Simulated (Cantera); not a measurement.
A closed system holds: 1 mol B₂O₃, 13 mol NH₃, 98 mol H₂, at 750 Torr.

These are equilibrium values from Cantera (NASA tables, ideal gas, pure condensed phases), not measurements of a reactor. Candidate condensed phases: B, BN, B₂O₃, B₃O₃H₃, H₂O; 39 gas species. The numbers say what is thermodynamically allowed, not how fast it happens.

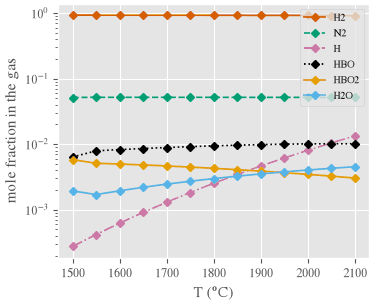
Figure. Equilibrium gas composition (values under 1e-9 drawn at 1e-9)

At 1500 °C the condensed part is BN(s). From 1550 °C to 2100 °C nothing is condensed. The main B-bearing gas is HBO throughout.
